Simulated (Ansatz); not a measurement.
**Li (Lithium): a single-point run**

Wanted: a converged single-point run for Li (Lithium), and a check of what comes out.

Computed with Ansatz 0.2.0 (Kohn-Sham DFT, with the functional, basis and potentials that each input names (as first typed), unless a step's input says otherwise).

1 further run of the same task is left out (it didn't finish).

### Step 1. Starting point

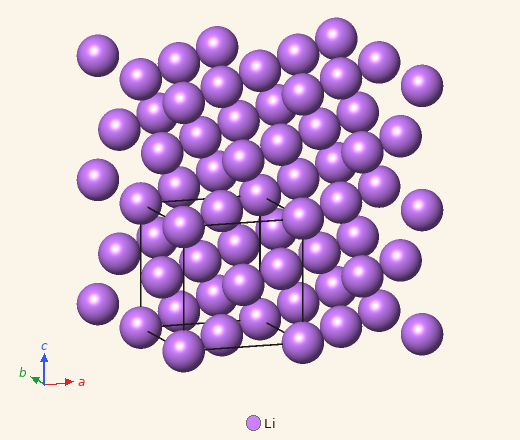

Start, viewed slightly off an axis; lithium purple. 2×2×2 cells are drawn. Atoms on the faces are drawn again on the opposite ones. The cell drawn here is the conventional one.

Structure file:

```
Li
1.0
     0.00000    2.18940    2.18940
     2.18940    0.00000    2.18940
     2.18940    2.18940    0.00000
Li
1
Direct
  0.00000 0.00000 0.00000
```

### Step 2. The calculation

Contents of input.yaml:

```yaml
crystal:
  lattice:
    - [0.0, 2.18939649089, 2.18939649089]
    - [2.18939649089, 0.0, 2.18939649089]
    - [2.18939649089, 2.18939649089, 0.0]
  atoms:
    - { symbol: Li, position: [0.0, 0.0, 0.0] }
kpoints:
  mp_grid: { grid: [12, 12, 12] }
scf:
  occupations: { method: fermi_dirac, width: 0.1 }
  max_iter: 100
hamiltonian:
  xc: r2scan
  pseudopotentials: { kind: paw }
  hubbard: { sites: [{ species: Li, l: f, u_eff: 30.0 }] }
output:
  forces: true
  stress: true
  eigenvalues: true
  eigenstates:
    nscf_kmesh: { grid: [20, 20, 20] }
    de_dk: true
    e_range: [-14, 14]
  optics:
    e_range: [0, 25]
    de: 0.2
    sigma: 0.1
    bands: { spectra_wanted_up_to: 25 }
    nscf_kmesh: { grid: [20, 20, 20] }
    drude_damping: 0.2
checkpoint:
  write: ck
  write_wavefunctions: false
```

Command:

```console
$ ansatz run input.yaml --threads 1 --pin off --max-ram 3072MiB --backend cpu --events-out ev --progress --plain --runs-dir out
```

Log:

```text
Error: inconsistent input (hamiltonian.hubbard.sites[].l, hamiltonian.hubbard.sites[].shell): the file of Li doesn't list 4f, and it can't be added: PBE doesn't bind the shell 4f of the free atom, whose level lies at +0.99 eV. Type an atom or ion with it (hamiltonian.pseudopotentials.projection_atoms), take another file or name another shell
```

It took 0.07 s on 1 thread of Arm Neoverse V1, shared host; peak memory 0.067 GiB.

### Step 3. Reading the log

The program refused the input before any cycle. The line that matters: «inconsistent input (hamiltonian.hubbard.sites[].l, hamiltonian.hubbard.sites[].shell): the file of Li doesn't list 4f, and it can't be added: PBE doesn't bind the shell 4f of the free atom, whose level lies at +0.99 eV ...»

The suspect setting: hamiltonian.hubbard.sites is [{species: Li, l: f, u_eff: 30.0}]. The Hubbard term names a species or shell that the system's potentials don't have.

Fix: delete hamiltonian.hubbard.sites.

### Step 4. The mended run

Level of this run: DFT, r2SCAN, PAW with Ansatz's default frozen-core files, scalar-relativistic; levels and slopes on a fine mesh, independent-particle optical spectra.

Other changes include scf.max_iter.

input.yaml: that of step 2 with these lines changed.

```diff
@@ -11,3 +11,2 @@
   occupations: { method: fermi_dirac, width: 0.1 }
-  max_iter: 100
 hamiltonian:
@@ -15,3 +14,2 @@
   pseudopotentials: { kind: paw }
-  hubbard: { sites: [{ species: Li, l: f, u_eff: 30.0 }] }
 output:
```

Command:

```console
$ ansatz run input.yaml --threads 1 --pin off --max-ram 3072MiB --backend cpu --events-out ev --progress --plain --runs-dir out
```

Excerpt of the output:

```text
[...]
Basis set: ecut = 500 eV, 531 PW (Γ), exchange–correlation on 96×96×96 points (64 copies of the dense FFT grid, shifted against one another)
[...]
k-points: 72 of 1728
[...]
SCF iter   1: F=—  HF=-205.143993 eV  |F-HF|=—  |Δ(HF+E_count)|=         —  Δρ=2.24e-3  dr2=2.94e-4  dr2_τ=3.17e-4  ethr=1.77e-3  ⟨swp⟩=5.0  Hψ=3519  notcnv=0
preconditioner: auto → none  [metal: Δε(μ)=0.125 eV  Ē_g=11.131 eV  σ=0.100 eV  W_gap=0.30  n_scr=0 (ndim 8)  ℏωp=8.1 eV  f_vac=0.000  D(μ)=0.44/eV (n_scr^D=0)]
SCF iter   2: F=—  HF=-205.143786 eV  |F-HF|=—  |Δ(HF+E_count)|=   2.08e-4  Δρ=1.06e-3  dr2=7.43e-5  dr2_τ=6.64e-6  ethr=9.81e-6  ⟨swp⟩=2.0  Hψ=1438  notcnv=0  defer=2
[...]
SCF iter   5: F=—  HF=-205.143795 eV  |F-HF|=—  |Δ(HF+E_count)|=   1.34e-8  Δρ=1.71e-6  dr2=1.45e-10  dr2_τ=5.04e-11  ethr=3.69e-10  ⟨swp⟩=2.0  Hψ=549  notcnv=0  defer=2
SCF iter   6: F=-205.143795 eV  HF=-205.143795 eV  |F-HF|=9.38e-13  |Δ(HF+E_count)|=  4.43e-10  Δρ=9.09e-8  dr2=5.11e-13  dr2_τ=3.00e-14  ethr=1.00e-12  ⟨swp⟩=4.6  Hψ=1069  notcnv=0
[...]
SCF converged after 6 iterations
Free energy (F): -205.143795 eV
[...]
E sigma→0 (E₀):  -205.136603 eV
[...]
Fermi energy:    0.909939 eV
[...]
  P = ⅓ Tr σ = 0.0011 GPa (0.011 kbar)
[...]
```

Wall time 27 s (1 thread of Arm Neoverse V1, shared host); peak memory 0.62 GiB.

### Step 5. Summary of results

| quantity | value |
| --- | --- |
| first try | refused |
| cause | U on a missing shell |
| second try | converged, 6 SCF cycles |
| energy (zero set by the potentials) | -205.1438 eV |
| pressure | 0.00 GPa |
| gap on the mesh | none (metal on this mesh) |
| largest force | 0.000 eV/Å |

In words: The mended input goes through in 6 SCF cycles.
